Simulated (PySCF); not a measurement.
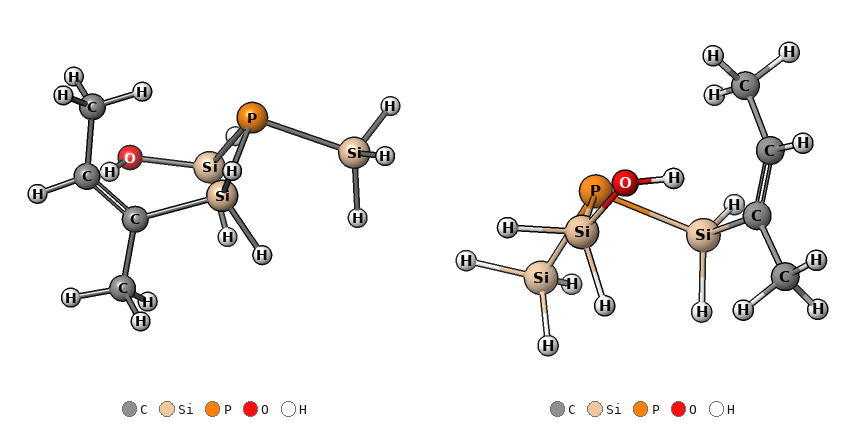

Two views of one molecule.

The computed structure is the end point of a PBE0-D3(BJ)/def2-SVP optimisation. No frequency run is at hand to confirm it as a minimum.

Identify the structure.

It has 24 atoms: 4 carbon, 15 hydrogen, 1 oxygen, 1 phosphorus and 3 silicon (C₄H₁₅OPSi₃). Its SMILES string is `C/C=C(/C)[SiH2]P([SiH3])[SiH2]O`. It has no ring. Among its groups: alkene, Si–H bond, Si–O bond. This geometry has C1 symmetry. Coordination: 2 C tetrahedral; 2 C trigonal planar; 3 Si tetrahedral; 1 P trigonal pyramidal; 1 O bent.

More results for the same structure follow; atom numbers are the same in all pictures, views and colours differ.

Shape

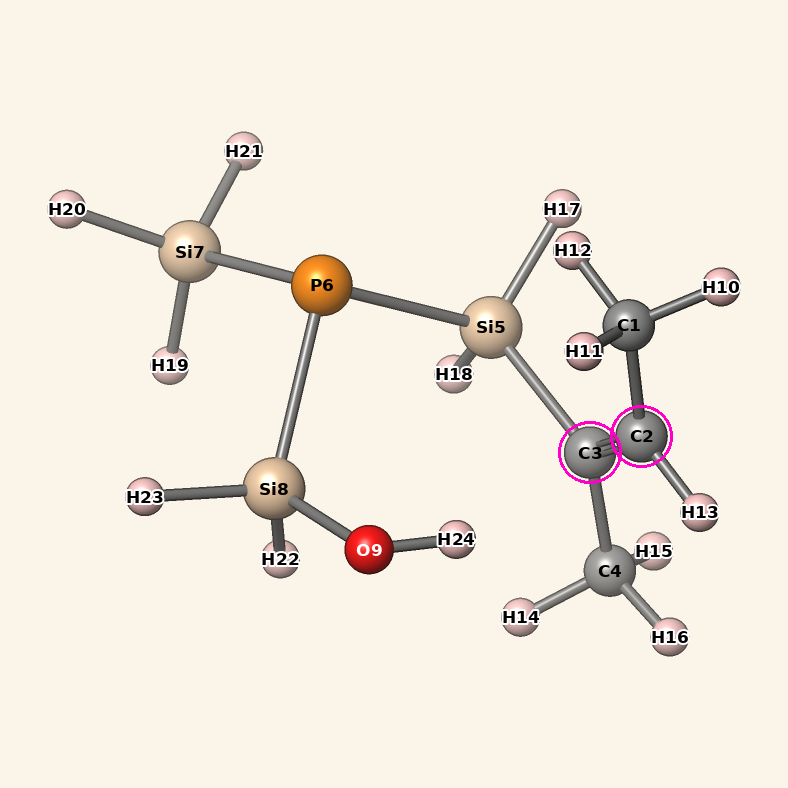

Distant atoms are faded towards the background colour. Circles mark the stereogenic atoms. No frequency run is at hand to confirm it as a minimum.

**What are the Cahn–Ingold–Prelog descriptors?**

C2=C3: Z.

Electronic properties

No frequency run is at hand to confirm it as a minimum. Level of theory: PBE0/def2-SVPD, gas phase (PySCF 2.14.0). Excitations: vertical, linear response.

**Estimate the lowest vertical singlet excitation.**

5.26 eV.

**What is the LUMO energy (Kohn–Sham orbital)?**

−0.91 eV.

**Give the HOMO energy (Kohn–Sham orbital) at this level.**

−7.16 eV.

**Estimate the brightest of the 10 lowest singlets.**

5.83 eV.

Charges

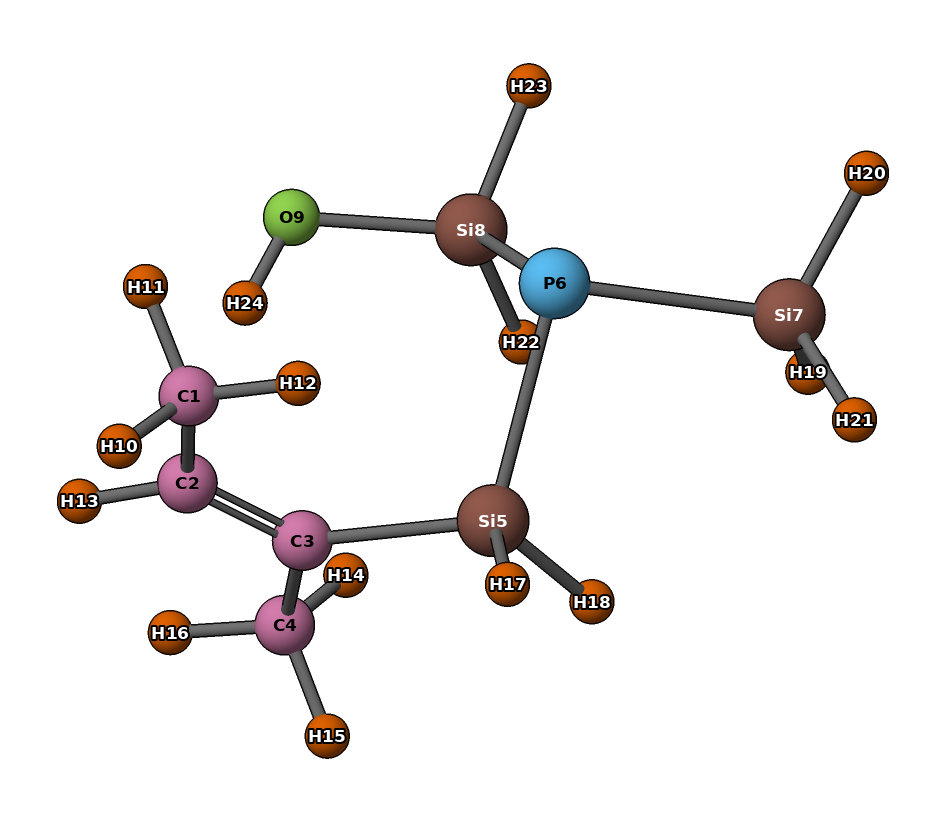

The questions are on Hirshfeld charges. No frequency run is at hand to confirm it as a minimum. Level of theory: PBE0/pcSseg-1, gas phase (PySCF 2.14.0).

Give the Hirshfeld charges atom by atom.

```tsv
atom	value (e)
C1	−0.11
C2	−0.03
C3	−0.08
C4	−0.12
Si5	0.26
P6	−0.12
Si7	0.25
Si8	0.33
O9	−0.31
H10	0.05
H11	0.05
H12	0.04
H13	0.05
H14	0.04
H15	0.05
H16	0.04
H17	−0.07
H18	−0.07
H19	−0.07
H20	−0.07
H21	−0.07
H22	−0.08
H23	−0.07
H24	0.13
```

NMR shielding

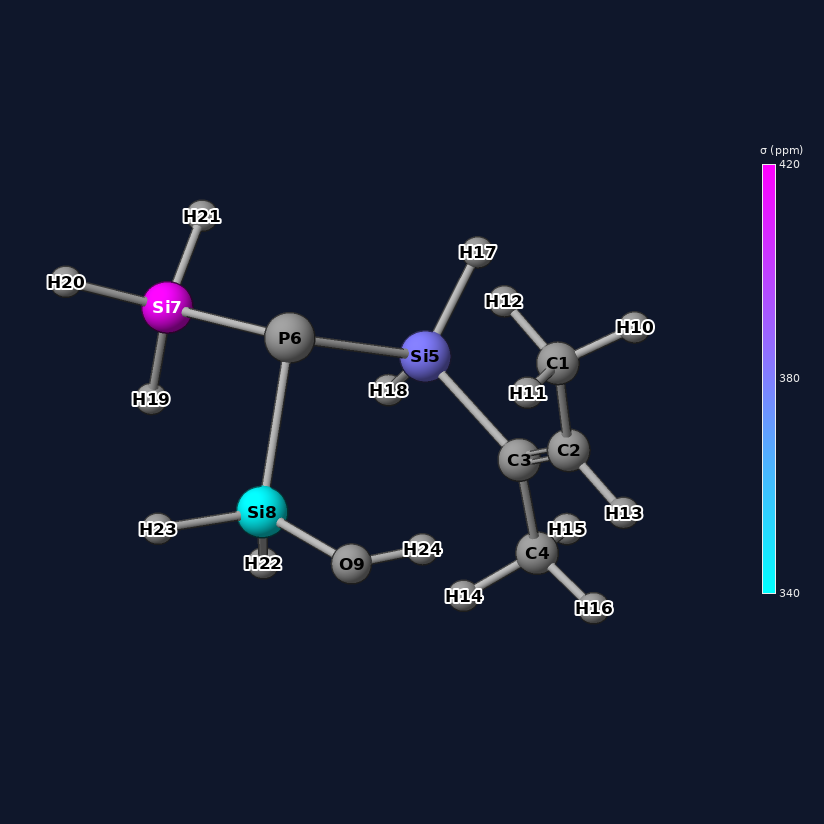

Atoms are coloured by their isotropic NMR shieldings (Si only, the others grey). No frequency run is at hand to confirm it as a minimum. Properties computed with GIAO PBE/pcSseg-1 NMR shielding, non-relativistic, gas phase (PySCF 2.14.0).

List the isotropic NMR shieldings of the Si atoms.

| atom | σ (ppm) |
| --- | --- |
| Si5 | 380.8 |
| Si7 | 417.8 |
| Si8 | 341.3 |
